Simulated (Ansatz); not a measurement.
# CH$_{3}$FInNO: geometry relaxation

- system: CH$_{3}$FInNO
- method: RKS PBE0-D4/def2-TZVP (Ansatz 0.2.0)

The geometry: GFN2-xTB start. Figures and captions count atoms from 1; the log counts them from 0 in places.

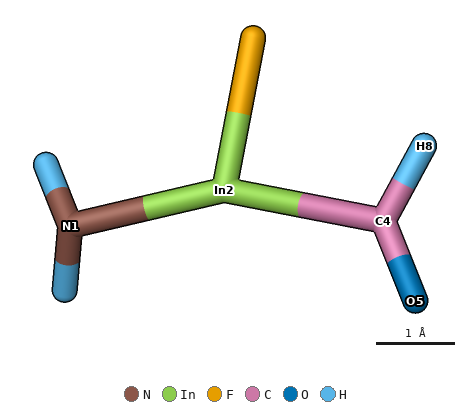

Fig. 1: The input geometry (stick view, seen at a tilt; atoms are numbered from 1 in the order of the input). Sticks mark near contacts. Bond lengths as drawn: C–H 1.11 Å, C–In 2.33 Å, C–O 1.18 Å, F–In 2.01 Å, H–N 1.02 Å and In–N 2.10 Å.

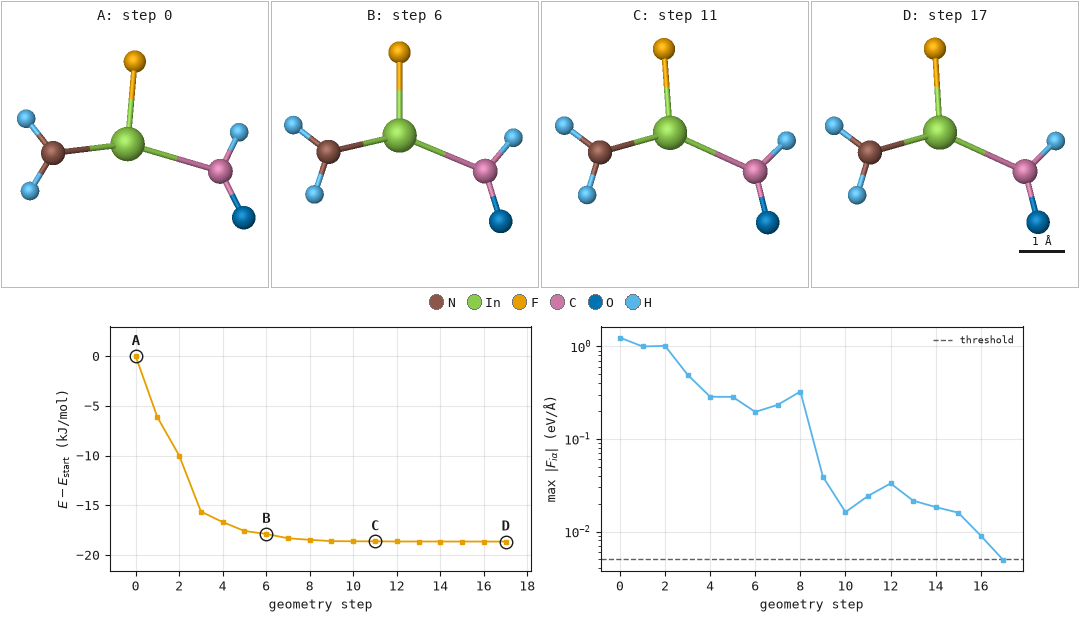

Fig. 2: Frames of the relaxation (ball-and-stick view, seen at a tilt) above the curves, on which the letters mark them (the first geometry is step 0 here and step 1 in the log).

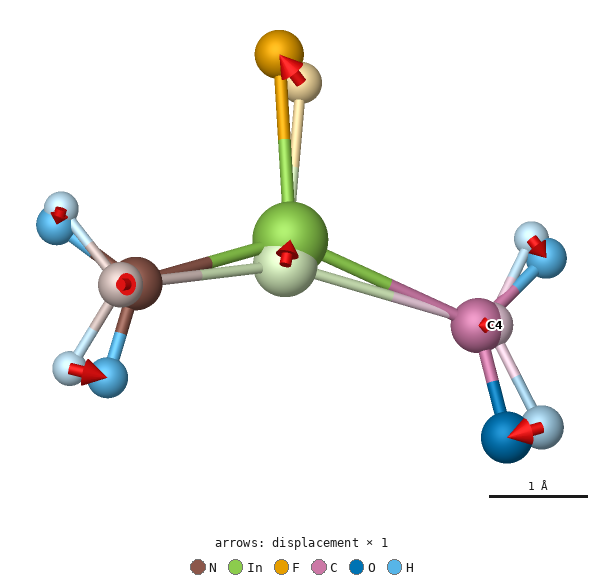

Fig. 3: Start (faint) and end (solid) with the displacements as red arrows, at true length (ball-and-stick view, seen at a tilt). The two geometries are laid on each other by the best rigid fit. After 17 geometry steps the energy has fallen by 18.6 kJ/mol. Largest force component: 1.2 eV/Å at the start, 0.0049 eV/Å at the end. The atom that moves furthest after the best rigid fit is H6 (0.40 Å). Largest moves by element: H 0.40 Å, O 0.39 Å, F 0.38 Å, In 0.28 Å, N 0.26 Å, C 0.13 Å. Among the contacts that change: In2–C4 2.329 → 2.214 Å, N1–In2 2.104 → 1.999 Å, In2–F3 2.006 → 1.970 Å, C4–O5 1.177 → 1.193 Å. Among the angles that change: F3–In2–C4 92.4° → 110.3°, N1–In2–C4 154.4° → 140.2°, In2–N1–H7 104.5° → 116.3°. (Atoms are counted from 1 in the order of the input.)

These pictures come from the run below.

**The input**
```yaml
crystal:
  periodic: [false, false, false]
  atoms:
    - {symbol: N, position_ang: [-0.690660, 0.615760, 2.042400]}
    - {symbol: In, position_ang: [0.073030, 0.067870, 0.159710]}
    - {symbol: F, position_ang: [2.076520, -0.029940, 0.167110]}
    - {symbol: C, position_ang: [-0.060590, -0.862490, -1.971690]}
    - {symbol: O, position_ang: [-1.037950, -1.093750, -2.584650]}
    - {symbol: H, position_ang: [-1.426100, 1.316050, 1.976940]}
    - {symbol: H, position_ang: [0.094230, 1.058600, 2.517060]}
    - {symbol: H, position_ang: [0.971520, -1.072090, -2.306870]}
basis:
  gaussian: {orbitals: def2-TZVP}
hamiltonian: {xc: pbe0, dispersion: d4}
relax: {f_tol: 0.005, max_steps: 150}
```

Run as:
```bash
ansatz run in.yaml --threads 4 --pin off --events-out ev --progress --plain --max-ram 10444MiB
```

**What the program printed**
```
Functional definition: PBE0
  name "PBE0"
  cite "Adamo & Barone, J. Chem. Phys. 110, 6158 (1999) doi:10.1063/1.478522"
  cite "Perdew, Burke & Ernzerhof, Phys. Rev. Lett. 77, 3865 (1996) doi:10.1103/PhysRevLett.77.3865"
  parent pbe
  parameter a = 0.25
  parameter kappa = 0.804
  parameter beta = 0.06672455060314922
  exchange = (1 - a)*pbe_x(kappa = kappa, mu = beta*pi^2/3) + a*exact_x
  correlation = pbe_c(beta = beta)
1255 factors; their error is unknown
mean field evaluation 1: about -12496.1990 eV, gradient 8.3e1 eV
mean field evaluation 2: about -12448.5397 eV, gradient 1.6e2 eV
mean field evaluation 4: about -12508.4564 eV, gradient 1.4e1 eV
mean field evaluation 8: about -12508.8865 eV, gradient 1.7e-1 eV
mean field evaluation 16: about -12508.9496 eV, gradient 4.2e-3 eV
mean field -12508.94964266 eV, -459.6954204971 hartree, gradient 5.1e-5 eV, S^2 0.000000; 0 other end points of the search recorded, 0 dependent functions left out
the calculation of the forces begins
reference -12508.94968704 eV, -459.6954221279 hartree; 27, 27 occupied and 165, 165 virtual orbitals, 1255 factors
relax step   1: F+E_penalty+E_count = -12509.06512179 eV  Δ(F+E_penalty+E_count) = +0.000e0 eV  max|allowed force component| = 1.242e0 eV/Å  Δτ_max = 0.0000 Å  (32 SCF iters, accepted)
these checks for a lower state are left out or cut short: starts, cluster_reference, orbital_swaps, neighbouring_geometries, increment
1255 factors; their error is unknown
mean field -12509.01206841 eV, -459.6977146013 hartree, gradient 1.4e-5 eV, S^2 0.000000; 0 other end points of the search recorded, 0 dependent functions left out
[... from here on the field's lines of each further geometry are left out, up to the last ...]
relax step   2: F+E_penalty+E_count = -12509.12883526 eV  Δ(F+E_penalty+E_count) = -6.371e-2 eV  max|allowed force component| = 9.969e-1 eV/Å  Δτ_max = 0.1930 Å  (40 SCF iters, accepted)
relax step   3: F+E_penalty+E_count = -12509.16874917 eV  Δ(F+E_penalty+E_count) = -3.991e-2 eV  max|allowed force component| = 1.011e0 eV/Å  Δτ_max = 0.1186 Å  (40 SCF iters, accepted)
relax step   4: F+E_penalty+E_count = -12509.22711384 eV  Δ(F+E_penalty+E_count) = -5.836e-2 eV  max|allowed force component| = 4.932e-1 eV/Å  Δτ_max = 0.0823 Å  (34 SCF iters, accepted)
relax step   5: F+E_penalty+E_count = -12509.23808405 eV  Δ(F+E_penalty+E_count) = -1.097e-2 eV  max|allowed force component| = 2.855e-1 eV/Å  Δτ_max = 0.0532 Å  (35 SCF iters, accepted)
relax step   6: F+E_penalty+E_count = -12509.24733970 eV  Δ(F+E_penalty+E_count) = -9.256e-3 eV  max|allowed force component| = 2.846e-1 eV/Å  Δτ_max = 0.0632 Å  (36 SCF iters, accepted)
relax step   7: F+E_penalty+E_count = -12509.25042058 eV  Δ(F+E_penalty+E_count) = -3.081e-3 eV  max|allowed force component| = 1.957e-1 eV/Å  Δτ_max = 0.0367 Å  (36 SCF iters, accepted)
relax step   8: F+E_penalty+E_count = -12509.25492536 eV  Δ(F+E_penalty+E_count) = -4.505e-3 eV  max|allowed force component| = 2.338e-1 eV/Å  Δτ_max = 0.0745 Å  (35 SCF iters, accepted)
relax step   9: F+E_penalty+E_count = -12509.25657539 eV  Δ(F+E_penalty+E_count) = -1.650e-3 eV  max|allowed force component| = 3.252e-1 eV/Å  Δτ_max = 0.0264 Å  (34 SCF iters, accepted)
relax step  10: F+E_penalty+E_count = -12509.25791836 eV  Δ(F+E_penalty+E_count) = -1.343e-3 eV  max|allowed force component| = 3.903e-2 eV/Å  Δτ_max = 0.0323 Å  (36 SCF iters, accepted)
relax step  11: F+E_penalty+E_count = -12509.25808739 eV  Δ(F+E_penalty+E_count) = -1.690e-4 eV  max|allowed force component| = 1.622e-2 eV/Å  Δτ_max = 0.0449 Å  (35 SCF iters, accepted)
relax step  12: F+E_penalty+E_count = -12509.25815312 eV  Δ(F+E_penalty+E_count) = -6.572e-5 eV  max|allowed force component| = 2.421e-2 eV/Å  Δτ_max = 0.0187 Å  (36 SCF iters, accepted)
relax step  13: F+E_penalty+E_count = -12509.25829507 eV  Δ(F+E_penalty+E_count) = -1.419e-4 eV  max|allowed force component| = 3.307e-2 eV/Å  Δτ_max = 0.0182 Å  (36 SCF iters, accepted)
relax step  14: F+E_penalty+E_count = -12509.25831301 eV  Δ(F+E_penalty+E_count) = -1.795e-5 eV  max|allowed force component| = 2.155e-2 eV/Å  Δτ_max = 0.0013 Å  (38 SCF iters, accepted)
relax step  15: F+E_penalty+E_count = -12509.25833415 eV  Δ(F+E_penalty+E_count) = -2.114e-5 eV  max|allowed force component| = 1.836e-2 eV/Å  Δτ_max = 0.0055 Å  (37 SCF iters, accepted)
relax step  16: F+E_penalty+E_count = -12509.25835045 eV  Δ(F+E_penalty+E_count) = -1.629e-5 eV  max|allowed force component| = 1.598e-2 eV/Å  Δτ_max = 0.0092 Å  (36 SCF iters, accepted)
relax step  17: F+E_penalty+E_count = -12509.25836467 eV  Δ(F+E_penalty+E_count) = -1.422e-5 eV  max|allowed force component| = 9.020e-3 eV/Å  Δτ_max = 0.0035 Å  (38 SCF iters, accepted)
the calculation of the forces begins
reference -12509.14107390 eV, -459.7024554653 hartree; 27, 27 occupied and 165, 165 virtual orbitals, 1255 factors
relax step  18: F+E_penalty+E_count = -12509.25837433 eV  Δ(F+E_penalty+E_count) = -9.657e-6 eV  max|allowed force component| = 4.913e-3 eV/Å  Δτ_max = 0.0037 Å  (37 SCF iters, accepted)
1255 factors; their error is unknown
mean field evaluation 160: about -12509.1410 eV, gradient 3.9e-2 eV
mean field -12509.14102677 eV, -459.7024537335 hartree, gradient 1.1e-5 eV, S^2 0.000000; 1 other end points of the search recorded, 0 dependent functions left out
the calculation of the forces begins
reference -12509.14107390 eV, -459.7024554653 hartree; 27, 27 occupied and 165, 165 virtual orbitals, 1255 factors
Total energy: -12509.25842146 eV, -459.7067679086 hartree
Atom 0 at    -0.586681     0.632133     1.799229 Å, force    -0.004913    -0.000643    -0.001510 eV/Å
Atom 1 at     0.354473     0.031108     0.141511 Å, force     0.000799    -0.000668    -0.000496 eV/Å
Atom 2 at     2.296164     0.012249     0.471726 Å, force     0.000032    -0.000002     0.000229 eV/Å
Atom 3 at    -0.093084    -0.806671    -1.858303 Å, force     0.002863     0.001395     0.002753 eV/Å
Atom 4 at    -1.197900    -0.875228    -2.304218 Å, force    -0.002520    -0.001065    -0.001986 eV/Å
Atom 5 at    -1.519052     1.011239     1.735427 Å, force     0.001967    -0.000538     0.000444 eV/Å
Atom 6 at    -0.036128     1.160929     2.460235 Å, force     0.002130     0.001949     0.002225 eV/Å
Atom 7 at     0.782209    -1.165750    -2.445597 Å, force    -0.000358    -0.000428    -0.001660 eV/Å
Dipole moment:    -0.336340     0.193347    -0.036488 e Å
```

**Trajectory as extended XYZ (Å, eV, eV/Å), 18 frames, from step=1 to step=18**
```
8
Properties=species:S:1:pos:R:3:forces:R:3 step=1 energy=-12509.06512
N    -0.6907    0.6158    2.0424    0.5562  -0.1027  -1.0160
In    0.0730    0.0679    0.1597    0.0022  -0.0777   0.2160
F     2.0765   -0.0299    0.1671   -0.3930   0.0554   0.1447
C    -0.0606   -0.8625   -1.9717    0.1073   0.5121   1.2424
O    -1.0379   -1.0938   -2.5846   -0.3367  -0.1568  -0.4330
H    -1.4261    1.3160    1.9769    0.0394  -0.1391  -0.0332
H     0.0942    1.0586    2.5171   -0.1057  -0.0099   0.0929
H     0.9715   -1.0721   -2.3069    0.1303  -0.0813  -0.2138
8
Properties=species:S:1:pos:R:3:forces:R:3 step=2 energy=-12509.12883
N    -0.6086    0.5893    1.9457   -0.0765   0.8309  -0.0913
In    0.1241    0.0223    0.1435    0.0481  -0.3021   0.4137
F     2.1081   -0.0532    0.2561   -0.1941   0.0538  -0.0209
C    -0.1079   -0.8927   -1.8553    0.1966   0.9969  -0.3398
O    -1.0798   -0.9880   -2.5377    0.1220  -0.3337   0.2475
H    -1.4525    1.1707    1.8528    0.4620  -0.4109   0.1768
H     0.0882    1.1514    2.4531   -0.3864  -0.3491  -0.2529
H     0.9284   -0.9996   -2.2582   -0.1717  -0.4859  -0.1331
8
Properties=species:S:1:pos:R:3:forces:R:3 step=3 energy=-12509.16875
N    -0.6070    0.5922    1.9308   -0.1683   0.8583   0.1397
In    0.1313    0.0609    0.1324    0.1912   0.1116   0.1325
F     2.1093   -0.0245    0.2718   -0.1578  -0.0049   0.0138
C    -0.0934   -0.7795   -1.8874   -0.2811  -1.0108  -0.9983
O    -1.0910   -1.0320   -2.5155    0.9463   0.5160   0.7742
H    -1.4547    1.1723    1.8638    0.5097  -0.4495   0.1356
H     0.0804    1.1207    2.4879   -0.4132  -0.4014  -0.3914
H     0.9252   -1.1100   -2.2837   -0.6268   0.3807   0.1939
8
Properties=species:S:1:pos:R:3:forces:R:3 step=4 energy=-12509.22711
N    -0.6031    0.6088    1.9061   -0.1329   0.4932   0.0980
In    0.1895    0.0580    0.1444    0.0096  -0.0324  -0.0306
F     2.1575   -0.0643    0.2720    0.0024   0.0331   0.0712
C    -0.0819   -0.7983   -1.8768   -0.1543  -0.2277  -0.1973
O    -1.1116   -0.9780   -2.4570    0.3675   0.1164   0.1904
H    -1.4913    1.1086    1.8579    0.2840  -0.2468   0.0137
H     0.0366    1.1704    2.4678   -0.1414  -0.2186  -0.1339
H     0.9043   -1.1052   -2.3144   -0.2349   0.0828  -0.0115
8
Properties=species:S:1:pos:R:3:forces:R:3 step=5 energy=-12509.23808
N    -0.6004    0.6224    1.8834   -0.1401   0.2855   0.0536
In    0.2290    0.0516    0.1491   -0.0454  -0.1060  -0.0846
F     2.1922   -0.0719    0.2940    0.0583   0.0458   0.0851
C    -0.0776   -0.8141   -1.8717   -0.1840   0.1737   0.1561
O    -1.1296   -0.9482   -2.4168    0.1490  -0.0532  -0.0256
H    -1.5072    1.0790    1.8438    0.1788  -0.1654  -0.0383
H     0.0098    1.1847    2.4661    0.0001  -0.0976  -0.0230
H     0.8839   -1.1036   -2.3478   -0.0168  -0.0828  -0.1234
8
Properties=species:S:1:pos:R:3:forces:R:3 step=6 energy=-12509.24734
N    -0.5880    0.6336    1.8539   -0.1852   0.1900   0.1000
In    0.2633    0.0552    0.1408    0.0138  -0.0647  -0.1094
F     2.2227   -0.0415    0.3402    0.0342   0.0327   0.0561
C    -0.0798   -0.8076   -1.8750   -0.2846   0.0555   0.1376
O    -1.1487   -0.9097   -2.3981    0.2525  -0.0075   0.0150
H    -1.5157    1.0401    1.8318    0.1164  -0.1146  -0.0641
H    -0.0084    1.1854    2.4724    0.0669  -0.0635  -0.0225
H     0.8547   -1.1554   -2.3660   -0.0140  -0.0278  -0.1126
8
Properties=species:S:1:pos:R:3:forces:R:3 step=7 energy=-12509.25042
N    -0.5927    0.6254    1.8533   -0.0716   0.0645  -0.0170
In    0.2769    0.0268    0.1533   -0.0297   0.0015  -0.0674
F     2.2340   -0.0298    0.3594    0.0876   0.0168   0.0648
C    -0.0811   -0.8048   -1.8659   -0.1175   0.0172   0.1957
O    -1.1582   -0.8968   -2.3699    0.0769  -0.0245  -0.0947
H    -1.5153    1.0357    1.7953    0.0718  -0.0426   0.0148
H    -0.0074    1.1886    2.4551    0.0014  -0.0136   0.0211
H     0.8438   -1.1452   -2.3806   -0.0188  -0.0192  -0.1172
8
Properties=species:S:1:pos:R:3:forces:R:3 step=8 energy=-12509.25492
N    -0.5827    0.6352    1.8298   -0.0164  -0.0051  -0.0006
In    0.3002    0.0082    0.1511    0.0942   0.0162   0.0111
F     2.2553    0.0038    0.4224   -0.0414  -0.0049   0.0011
C    -0.0915   -0.8189   -1.8611   -0.1086   0.0298  -0.1496
O    -1.1761   -0.8771   -2.3607    0.2338  -0.0290   0.0940
H    -1.5133    1.0195    1.7754   -0.0231   0.0119   0.0249
H    -0.0120    1.1848    2.4570   -0.0009  -0.0164  -0.0222
H     0.8201   -1.1553   -2.4140   -0.1376  -0.0025   0.0414
8
Properties=species:S:1:pos:R:3:forces:R:3 step=9 energy=-12509.25657
N    -0.5847    0.6384    1.8161   -0.0209  -0.0252  -0.0224
In    0.3218    0.0183    0.1467    0.0647   0.0396  -0.0052
F     2.2724    0.0053    0.4426   -0.0420  -0.0058   0.0013
C    -0.0896   -0.8079   -1.8648   -0.2580  -0.0687  -0.0921
O    -1.1866   -0.8821   -2.3379    0.3252   0.0241   0.1071
H    -1.5178    1.0173    1.7641    0.0004   0.0036   0.0086
H    -0.0214    1.1729    2.4615    0.0090   0.0016  -0.0028
H     0.8060   -1.1621   -2.4281   -0.0784   0.0309   0.0055
8
Properties=species:S:1:pos:R:3:forces:R:3 step=10 energy=-12509.25792
N    -0.5883    0.6299    1.8048    0.0134   0.0153   0.0165
In    0.3418    0.0416    0.1369    0.0029  -0.0387  -0.0053
F     2.2847    0.0088    0.4641   -0.0090   0.0063  -0.0051
C    -0.0946   -0.8091   -1.8600    0.0207   0.0390  -0.0182
O    -1.1936   -0.8849   -2.3191    0.0240  -0.0120   0.0137
H    -1.5160    1.0208    1.7476   -0.0138   0.0047  -0.0015
H    -0.0266    1.1548    2.4599   -0.0075   0.0011   0.0078
H     0.7926   -1.1620   -2.4341   -0.0306  -0.0156  -0.0079
8
Properties=species:S:1:pos:R:3:forces:R:3 step=11 energy=-12509.25809
N    -0.5868    0.6276    1.8050   -0.0162  -0.0021  -0.0024
In    0.3464    0.0315    0.1411    0.0066   0.0109  -0.0116
F     2.2911    0.0395    0.4558   -0.0019  -0.0080   0.0021
C    -0.0934   -0.8107   -1.8596    0.0023  -0.0100   0.0096
O    -1.1898   -0.8466   -2.3292   -0.0014   0.0046   0.0041
H    -1.5172    1.0123    1.7445    0.0037  -0.0073   0.0055
H    -0.0320    1.1510    2.4667    0.0053   0.0066  -0.0037
H     0.7818   -1.2045   -2.4243    0.0016   0.0052  -0.0035
8
Properties=species:S:1:pos:R:3:forces:R:3 step=12 energy=-12509.25815
N    -0.5845    0.6295    1.7992   -0.0031  -0.0078  -0.0047
In    0.3505    0.0315    0.1371    0.0027   0.0166   0.0242
F     2.2911    0.0356    0.4740    0.0026  -0.0060  -0.0081
C    -0.0932   -0.8093   -1.8602   -0.0102  -0.0133  -0.0086
O    -1.1935   -0.8491   -2.3209   -0.0001   0.0033   0.0024
H    -1.5192    1.0038    1.7465   -0.0021   0.0001  -0.0046
H    -0.0295    1.1570    2.4574    0.0015   0.0044   0.0035
H     0.7782   -1.1990   -2.4332    0.0087   0.0027  -0.0042
8
Properties=species:S:1:pos:R:3:forces:R:3 step=13 energy=-12509.25829
N    -0.5869    0.6308    1.8021    0.0023  -0.0019  -0.0005
In    0.3477    0.0340    0.1393    0.0009  -0.0054   0.0006
F     2.2905    0.0220    0.4655   -0.0022  -0.0002  -0.0008
C    -0.0927   -0.8092   -1.8598   -0.0315   0.0110  -0.0078
O    -1.1935   -0.8642   -2.3182    0.0331  -0.0031   0.0126
H    -1.5191    1.0112    1.7460   -0.0003  -0.0004  -0.0038
H    -0.0307    1.1574    2.4602   -0.0009   0.0044   0.0050
H     0.7846   -1.1821   -2.4352   -0.0014  -0.0044  -0.0053
8
Properties=species:S:1:pos:R:3:forces:R:3 step=14 energy=-12509.25831
N    -0.5869    0.6306    1.8021    0.0020  -0.0009   0.0002
In    0.3486    0.0344    0.1395    0.0013  -0.0051  -0.0015
F     2.2913    0.0215    0.4653   -0.0010   0.0001   0.0000
C    -0.0925   -0.8085   -1.8597   -0.0216   0.0061  -0.0008
O    -1.1936   -0.8641   -2.3170    0.0195  -0.0015   0.0064
H    -1.5193    1.0106    1.7449   -0.0003  -0.0002  -0.0030
H    -0.0316    1.1578    2.4604   -0.0011   0.0034   0.0039
H     0.7840   -1.1822   -2.4355    0.0013  -0.0020  -0.0053
8
Properties=species:S:1:pos:R:3:forces:R:3 step=15 energy=-12509.25833
N    -0.5862    0.6308    1.8017   -0.0010   0.0006   0.0006
In    0.3513    0.0319    0.1412    0.0046  -0.0035  -0.0012
F     2.2940    0.0192    0.4660    0.0020   0.0006   0.0018
C    -0.0923   -0.8084   -1.8584    0.0057   0.0092   0.0055
O    -1.1943   -0.8628   -2.3126   -0.0184  -0.0044  -0.0069
H    -1.5199    1.0069    1.7410    0.0007   0.0007   0.0002
H    -0.0347    1.1624    2.4600   -0.0012  -0.0009  -0.0015
H     0.7821   -1.1801   -2.4389    0.0074  -0.0023   0.0014
8
Properties=species:S:1:pos:R:3:forces:R:3 step=16 energy=-12509.25835
N    -0.5863    0.6319    1.7985   -0.0021   0.0067   0.0131
In    0.3556    0.0310    0.1418   -0.0025   0.0000  -0.0068
F     2.2975    0.0158    0.4704   -0.0001  -0.0007   0.0004
C    -0.0937   -0.8067   -1.8574    0.0006  -0.0079  -0.0160
O    -1.1974   -0.8695   -2.3072    0.0030   0.0042   0.0114
H    -1.5197    1.0085    1.7360    0.0017  -0.0014  -0.0018
H    -0.0368    1.1611    2.4604   -0.0017  -0.0029  -0.0031
H     0.7807   -1.1720   -2.4425    0.0011   0.0020   0.0029
8
Properties=species:S:1:pos:R:3:forces:R:3 step=17 energy=-12509.25836
N    -0.5866    0.6323    1.7996   -0.0005   0.0031   0.0064
In    0.3542    0.0310    0.1420    0.0015   0.0003  -0.0061
F     2.2963    0.0130    0.4694   -0.0003   0.0002   0.0017
C    -0.0928   -0.8064   -1.8581   -0.0088  -0.0078  -0.0062
O    -1.1971   -0.8724   -2.3061    0.0090   0.0028   0.0051
H    -1.5197    1.0095    1.7368    0.0012  -0.0003  -0.0010
H    -0.0365    1.1621    2.4604   -0.0012  -0.0023  -0.0024
H     0.7822   -1.1691   -2.4440   -0.0009   0.0040   0.0024
8
Properties=species:S:1:pos:R:3:forces:R:3 step=18 energy=-12509.25837
N    -0.5867    0.6321    1.7992   -0.0049  -0.0006  -0.0015
In    0.3545    0.0311    0.1415    0.0008  -0.0007  -0.0005
F     2.2962    0.0122    0.4717    0.0000   0.0000   0.0002
C    -0.0931   -0.8067   -1.8583    0.0029   0.0014   0.0028
O    -1.1979   -0.8752   -2.3042   -0.0025  -0.0011  -0.0020
H    -1.5191    1.0112    1.7354    0.0020  -0.0005   0.0004
H    -0.0361    1.1609    2.4602    0.0021   0.0019   0.0022
H     0.7822   -1.1658   -2.4456   -0.0004  -0.0004  -0.0017
```

**Summary**

| quantity | value |
| --- | --- |
| outcome | converged |
| total energy | −12509.2584 eV |
| mean-field energy | −12509.1411 eV |
| dispersion energy | −0.1173 eV |
| SCF solution under orbital rotations | stable |
| largest force (length of the vector) at the end | 0.005 eV/Å |
| dipole moment | 1.87 D |
| hardware | 4 threads of AMD EPYC, 23 GiB of memory available, shared host |
| wall time | 51 s (CPU time 3 min) |
| peak memory | 0.51 GiB |
